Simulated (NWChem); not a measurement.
# H2S (hydrogen sulfide): PBE0/def2-TZVP

Wanted: a structure relaxation of H2S (hydrogen sulfide). 

The results are computed with NWChem 7.3.0.

4 further runs of the same task are left out: 4 set aside as unsound or not needed.

**1. The structure to begin with**

H2S: 3 atoms, total charge 0, spin state singlet. SMILES: `S`. The coordinates come from a PBE0-D4/def2-TZVP relaxation. The run starts from this shape.

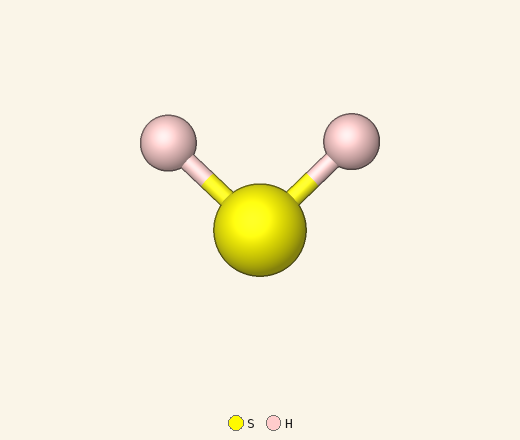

Viewed from a chosen angle; sulfur yellow, hydrogen pink.

**2. A geometry optimisation at PBE0/def2-TZVP**

Contents of sp.nw:

```
echo
start sp
title "H2S PBE0"
memory total 2200 mb

geometry units angstroms
S     0.495500   -0.280600    0.243900
H     0.097900    0.997700    0.162400
H    -0.593400   -0.717100   -0.406300
end

basis spherical bse
* library def2-TZVP
end

dft
xc pbe0
grid fine
convergence energy 1e-08
iterations 100
mulliken
print low
end

driver
tight
maxiter 40
end

task dft optimize
task dft frequencies
```

Run with:

```sh
$ nwchem sp.nw > sp.out
```

What values should one expect? Wanted: total energy at the end; lowest harmonic wavenumber; highest harmonic wavenumber; zero-point energy; ideal-gas entropy at 298.15 K.

**Answer.** As computed:

At PBE0/def2-TZVP:

| quantity | value |
| --- | --- |
| total energy at the end | -399.26120 Eh |
| lowest harmonic wavenumber | 1209 cm⁻¹ |
| highest harmonic wavenumber | 2740 cm⁻¹ |
| zero-point energy | 39.9 kJ/mol |
| ideal-gas entropy at 298.15 K (symmetry number 2 as used) | 49.1 cal/(mol K) |

In words: At the final geometry: Bond lengths: S1–H2 1.341 Å, S1–H3 1.341 Å. Angles: H2–S1–H3 92.3°. All 3 modes are real, so the shape is a minimum at this level. The optimisation took 4 steps and changed the energy by -0.000 eV.
